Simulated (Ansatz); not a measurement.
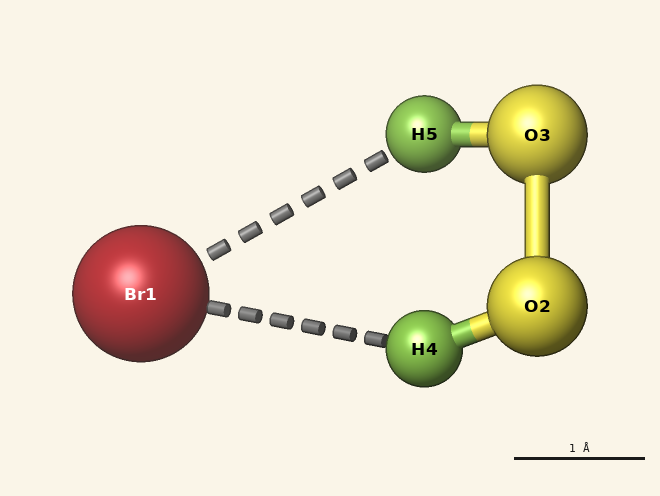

The picture comes from a calculation with Ansatz.

Broken lines mark hydrogen bonds. The species has charge −1 and is a spin singlet. Geometry: a pair of rigid molecules at a changed separation.

Give donor, acceptor, H···A distance and D–H···A angle of each hydrogen bond.

```
    D–H···A  D–H (Å)  H···A (Å)  angle (°)            kind
O2–H4···Br1     0.98       2.59        149  intermolecular
O3–H5···Br1     0.98       2.59        149  intermolecular
```
